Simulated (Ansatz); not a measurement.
**C2H6 (SMILES CC): density, localisation and related maps**

Input

```
crystal:
  periodic: [false, false, false]
  atoms:
    - {symbol: C, position_ang: [-1.502406, -0.539490, -0.888948]}
    - {symbol: C, position_ang: [-2.700829, 0.286074, -1.337202]}
    - {symbol: H, position_ang: [-0.956674, -0.961081, -1.748367]}
    - {symbol: H, position_ang: [-0.786059, 0.066768, -0.311487]}
    - {symbol: H, position_ang: [-1.808050, -1.383015, -0.249254]}
    - {symbol: H, position_ang: [-3.246537, 0.707699, -0.477785]}
    - {symbol: H, position_ang: [-2.395186, 1.129578, -1.976926]}
    - {symbol: H, position_ang: [-3.417193, -0.320190, -1.914635]}
basis:
  gaussian:
    orbitals: def2-TZVPD
hamiltonian:
  xc: {name: PBE0}
output:
  forces: true
  orbitals: {seedname: orbitals}
```

Run with:

```sh
ansatz run input.yaml --threads 1 --pin off --max-ram 2610MiB --events-out events.jsonl --progress --plain --runs-dir runs
```

Geometry: r2SCAN-D4/def2-SVP.

These are results of isolated molecule in a Gaussian basis; Kohn-Sham density functional theory, functional PBE0 (Ansatz 0.2.0), not measurements.

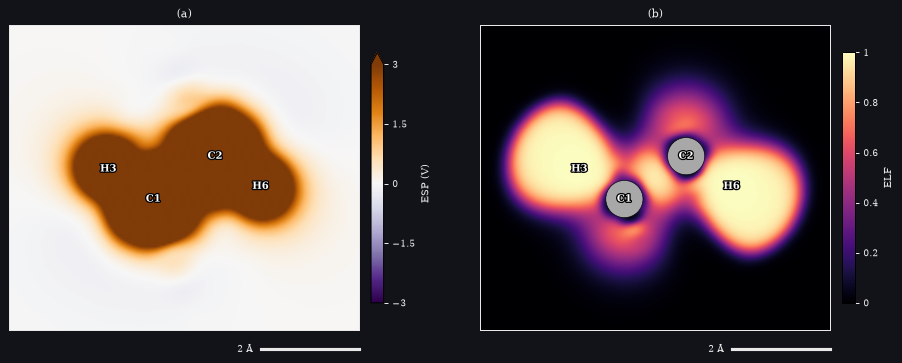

Figure 1. (a) electrostatic potential; (b) ELF on the plane of atoms C2, C1 and H3. Grey discs cover the atomic cores in the ELF map.

### Interpret the plot.

- Atoms in the plane: C and H.
- C–C (1.52 Å): the ELF peaks at about 0.95 between the atoms; a covalent bond.
- C–H (1.10 Å): the ELF climbs to about 1 towards the hydrogen, as it does in any bond to H (a covalent bond by its length).
- The potential has no marked negative region in this plane.

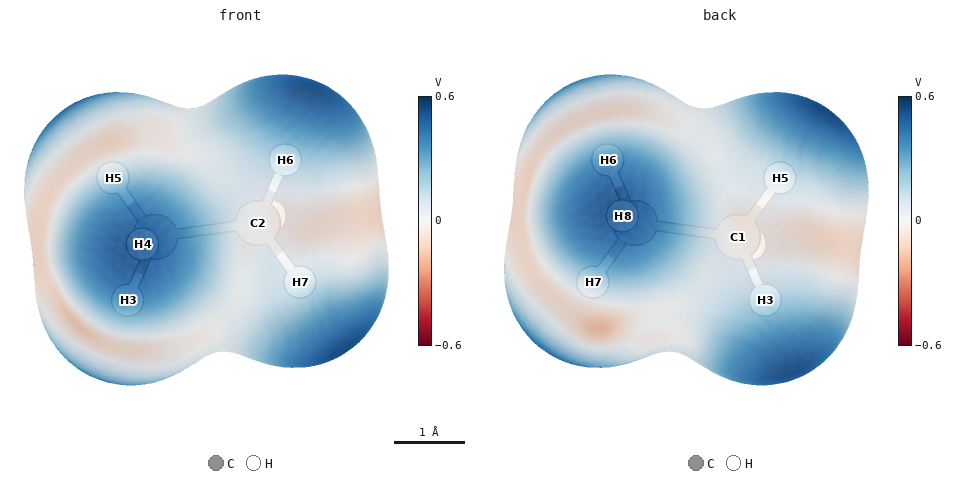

Figure 2. The electrostatic potential painted on the density surface at 0.002 e/bohr³, seen from the front and from behind; red is negative and blue positive.

### Where is the surface potential most negative and most positive?

The most negative region (about −0.1 V) lies over C1 and C2, the most positive (about +0.5 V) over the H atoms.

### What dipole moment does the calculation give?

Its dipole moment is zero.
